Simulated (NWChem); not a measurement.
# SO2F2 (SMILES O=S(=O)(F)F) at 6 levels

We compute a comparison of 6 runs (HF/def2-SVP, HF/6-311G**, B3LYP/STO-3G, PBE0/def2-SVP, MP2/pcseg-2, CCSD(T)/def2-SVP) of SO2F2. 

The results are computed with NWChem 7.3.0.

## (1) Starting point

The species is SO2F2 (5 atoms), meant as a singlet with charge 0. As SMILES, `O=S(=O)(F)F`. The shape is that of a PBE0-D4/def2-TZVP optimisation.

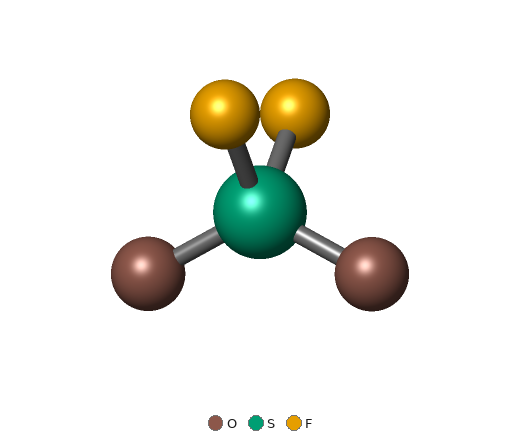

The structure, seen from a chosen angle (oxygen brown, sulfur teal, fluorine amber).

## (2) Energy and gradient at HF/def2-SVP (run 1)

The input, run.py:

```python
from ase import Atoms
from ase.calculators.nwchem import NWChem

molecule = Atoms(['O', 'S', 'O', 'F', 'F'], positions=[
    [-0.388200, -0.151100, 1.421700],
    [0.070900, -0.096900, 0.095900],
    [1.129600, -0.862200, -0.418700],
    [-1.140900, -0.267600, -0.837400],
    [0.328600, 1.377800, -0.261400],
])

calc = NWChem(
    label='run',
    theory='scf',
    memory='2200 mb',
    basis='def2-SVP',
    basispar='spherical bse',
    scf={'nopen': '0', 'rhf': None, 'thresh': '1e-08', 'maxiter': '80', 'print': 'low'},
)
molecule.calc = calc

forces = molecule.get_forces()
print(f"energy = {molecule.get_potential_energy():.6f} eV")
print("forces (eV/A):")
for s, f in zip(molecule.symbols, forces):
    print(f"{s:2s} {f[0]:10.5f} {f[1]:10.5f} {f[2]:10.5f}")
```

Started as:

```console
export ASE_NWCHEM_COMMAND="nwchem PREFIX.nwi > PREFIX.nwo"
python run.py
```

What it wrote:

```text
energy = -20289.029307 eV
forces (eV/A):
O     0.27470    0.07965   -0.92663
S     0.29449   -0.40217    0.40299
O    -0.73544    0.55186    0.29876
F     0.27758    0.10356    0.18800
F    -0.11133   -0.33296    0.03687
```

The calculator wrote run.nwi:

```
title "run"

permanent_dir run

scratch_dir run

start run

geometry units angstrom nocenter noautosym noautoz
  O  -3.8819999999999999e-01 -1.5110000000000001e-01 1.4217000000000000e+00
  S  7.0900000000000005e-02 -9.6900000000000000e-02 9.5899999999999999e-02
  O  1.1295999999999999e+00 -8.6219999999999997e-01 -4.1870000000000002e-01
  F  -1.1409000000000000e+00 -2.6760000000000000e-01 -8.3740000000000003e-01
  F  3.2860000000000000e-01 1.3777999999999999e+00 -2.6140000000000002e-01
end

memory 2200 mb

basis spherical bse noprint
   * library def2-SVP
end

scf
  nopen 0
  rhf
  thresh 1e-08
  maxiter 80
  print low
end

task scf gradient
```

run.nwo:

```text
Northwest Computational Chemistry Package (NWChem) 7.3.0
             --------------------------------------------------------

           Job information
           ---------------

    nwchem branch   = 7.3.0
    use scalapack   = T
    input           = run.nwi
    prefix          = run.
    data base       = run/run.db
    status          = startup
    nproc           =        1

           Memory information
           ------------------

[... 5 lines left out ...]
    hardfail = no
[... 103 lines left out ...]
       Final RHF  results
[... 3 lines left out ...]
      One-electron energy =  -1610.633537330733
[... 1 line left out ...]
 Nuclear repulsion energy =    291.836102289215
[... 6 lines left out ...]
                         RHF ENERGY GRADIENTS

    atom               coordinates                        gradient
                 x          y          z           x          y          z
   1 O      -0.733592  -0.285538   2.686623   -0.005342  -0.001549   0.018020
   2 S       0.133982  -0.183114   0.181225   -0.005727   0.007821  -0.007837
   3 O       2.134634  -1.629322  -0.791228    0.014302  -0.010732  -0.005810
   4 F      -2.155988  -0.505691  -1.582457   -0.005398  -0.002014  -0.003656
   5 F       0.620964   2.603664  -0.493974    0.002165   0.006475  -0.000717

 Task  times  cpu:        5.3s     wall:        5.3s
 Total times  cpu:        5.3s     wall:        5.3s
```

Wall time 6.6 s (1 thread of Intel Xeon 6975P-C (Granite Rapids), shared host); peak memory 0.099 GiB.

## (3) Energy and forces at HF/6-311G(d,p) (run 2)

The input, struct.nw:

```
START struct
memory stack 880 mb heap 220 mb global 1100 mb
GEOMETRY noautosym nocenter noautoz
  O     -0.388200    -0.151100     1.421700
  S      0.070900    -0.096900     0.095900
  O      1.129600    -0.862200    -0.418700
  F     -1.140900    -0.267600    -0.837400
  F      0.328600     1.377800    -0.261400
END
BASIS spherical bse
  O library 6-311G**
  S library 6-311G**
  F library 6-311G**
END
SCF
  thresh 1e-08
  maxiter 80
END
TASK scf gradient
```

Started as:

```console
nwchem struct.nw > struct.out
```

What it wrote:

```text
[...]
  functions       =    98
[...]
  wavefunction    = RHF
[...]
         Total SCF energy =   -746.122675809210
      One-electron energy =  -1611.358962916019
      Two-electron energy =    573.400184817594
 Nuclear repulsion energy =    291.836102289215
        Time for solution =      8.6s
[...]
                         RHF ENERGY GRADIENTS
    atom               coordinates                        gradient
                 x          y          z           x          y          z
   1 O      -0.733592  -0.285538   2.686623   -0.009750  -0.001492   0.029100
   2 S       0.133982  -0.183114   0.181225   -0.005286   0.007221  -0.007239
   3 O       2.134634  -1.629322  -0.791228    0.023185  -0.016903  -0.010842
   4 F      -2.155988  -0.505691  -1.582457   -0.010934  -0.002102  -0.008186
   5 F       0.620964   2.603664  -0.493974    0.002785   0.013276  -0.002833
[...]
```

Run time: 12 s. Hardware: 1 thread of Intel Xeon 6975P-C (Granite Rapids), shared host; peak memory 0.1 GiB.

## (4) Energy and gradient at B3LYP/STO-3G (run 3)

The input, sp.nw:

```
start sp
title "F2O2S gradient"
memory total 2200 mb
geometry units bohr noautosym nocenter noautoz
  O   -0.73359168  -0.28553762   2.68662363
  S    0.13398158  -0.18311446   0.18122474
  O    2.13463463  -1.62932186  -0.79122833
  F   -2.15598854  -0.50569071  -1.58245666
  F    0.62096400   2.60366465  -0.49397441
end
basis "ao basis" spherical bse
  * library STO-3G
end
dft
  xc b3lyp
  grid xfine
  convergence energy 1e-08
  iterations 100
  mulliken
end
task dft gradient
```

Started as:

```console
nwchem sp.nw > sp.out
```

What it wrote:

```text
[...]
          Wavefunction type:  closed shell.
          No. of atoms     :     5
          No. of electrons :    50
[...]
          Charge           :     0
          Spin multiplicity:     1
[...]
          AO basis - number of functions:    29
[...]
              XC Information
              --------------
                         B3LYP Method XC Potential
                     Hartree-Fock (Exact) Exchange  0.200
                        Slater Exchange Functional  0.800 local
                    Becke 1988 Exchange Functional  0.720 non-local
              Lee-Yang-Parr Correlation Functional  0.810
                  VWN I RPA Correlation Functional  0.190 local
[...]
 d= 0,ls=0.0,diis     1   -737.9821486586 -1.03D+03  1.42D-01  2.48D+00     0.5
[...]
 d= 0,ls=0.0,diis    10   -738.4400244367 -2.36D-11  2.95D-07  3.13D-11     3.2
         Total DFT energy =     -738.440024436684
      One electron energy =    -1605.528893018736
           Coulomb energy =      639.721938888520
    Exchange-Corr. energy =      -64.469151681089
 Nuclear repulsion energy =      291.836081374621
[...]
  wavefunction    = closed shell
                         DFT ENERGY GRADIENTS
    atom               coordinates                        gradient
                 x          y          z           x          y          z
   1 O      -0.733592  -0.285538   2.686624    0.086993   0.008637  -0.246574
   2 S       0.133982  -0.183114   0.181225    0.001677  -0.002323   0.002178
   3 O       2.134635  -1.629322  -0.791228   -0.197050   0.141736   0.097807
   4 F      -2.155989  -0.505691  -1.582457    0.134631   0.016021   0.104839
   5 F       0.620964   2.603665  -0.493974   -0.026250  -0.164071   0.041749
[...]
```

Run time: 4.5 s. Hardware: 1 thread of Intel Xeon 6975P-C (Granite Rapids), shared host; peak memory 0.12 GiB.

Runs 4 to 5 aren't shown in full; the table further down has their settings and results.

## (5) A single-point energy at CCSD(T)/def2-SVP (run 6)

The input, f2o2s.nw:

```
start f2o2s
title "F2O2S energy"
memory stack 880 mb heap 220 mb global 1100 mb

geometry noautosym nocenter noautoz
  O     -0.388200    -0.151100     1.421700
  S      0.070900    -0.096900     0.095900
  O      1.129600    -0.862200    -0.418700
  F     -1.140900    -0.267600    -0.837400
  F      0.328600     1.377800    -0.261400
end

basis spherical bse
  * library def2-SVP
end

scf
  nopen 0
  rhf
  thresh 1e-08
  maxiter 80
  print medium
end

ccsd
  freeze core 9
  maxiter 60
end

task ccsd(t) energy
```

Started as:

```console
nwchem f2o2s.nw > f2o2s.out
```

What it wrote:

```text
[...]
  functions       =    74
[...]
  wavefunction    = RHF
[...]
         Total SCF energy =   -745.608080715604
      One-electron energy =  -1610.633537331242
      Two-electron energy =    573.189354326423
 Nuclear repulsion energy =    291.836102289215
        Time for solution =      4.2s
[...]
 Total MP2 energy:           -746.489316284278289
[...]
             energy      energy      error      ampl     ampl      Block
                                                time     time      time
[...]
 Total CCSD energy:           -746.489621593969900
[...]
 Total CCSD+T(CCSD) energy:           -746.514555744149902
[...]
 Total CCSD(T) energy:                -746.512060232270983
[...]
```

It took 50 s on 1 thread of Intel Xeon 6975P-C (Granite Rapids), shared host; peak memory 0.22 GiB.

## (6) All runs side by side

| run | level | iteration cap | module | energy (Eh) | largest force (eV/Å) | wall time |
| --- | --- | --- | --- | --- | --- | --- |
| 1 | HF/def2-SVP | 80 | scf | -745.608081 | 0.970 | 6.6 s |
| 2 | HF/6-311G** | 80 | scf | -746.122676 | 1.580 | 12 s |
| 3 | B3LYP/STO-3G | 100 | dft | -738.440024 | 13.457 | 4.5 s |
| 4 | PBE0/def2-SVP | 100 | dft | -747.361988 | 1.687 | 11 s |
| 5 | MP2/pcseg-2 | 80 | mp2 | -747.378502 | 0.620 | 2.6 min |
| 6 | CCSD(T)/def2-SVP | 80 | ccsd(t) | -746.512060 | – | 50 s |

## (7) Outcome

| quantity | value |
| --- | --- |
| run 6: total energy | -746.51206 Eh |
| run 6: HOMO energy (Hartree–Fock orbitals) | -15.14 eV |
| run 6: LUMO energy (Hartree–Fock orbitals) | 5.65 eV |
| run 6: HOMO–LUMO gap (Hartree–Fock orbitals) | 20.79 eV |
| run 6: correlation energy (9 core orbitals frozen) | -904.0 mEh |
| run 6: (T) correction | -22.44 mEh |

What this shows: Over runs 2, 3, 4, 5 the dipole moment (its size) runs from 1.04 D (PBE0/def2-SVP) to 1.16 D (B3LYP/STO-3G). The two ends differ in method and basis. Over runs 2, 3, 4 the HOMO–LUMO gap runs from 9.47 eV (B3LYP/STO-3G) to 20.35 eV (HF/6-311G**). Totals of different functionals can't be ranked against each other. In run 3 the basis is minimal, so the values are rough. All runs together took 4 min, the longest 2.6 min.
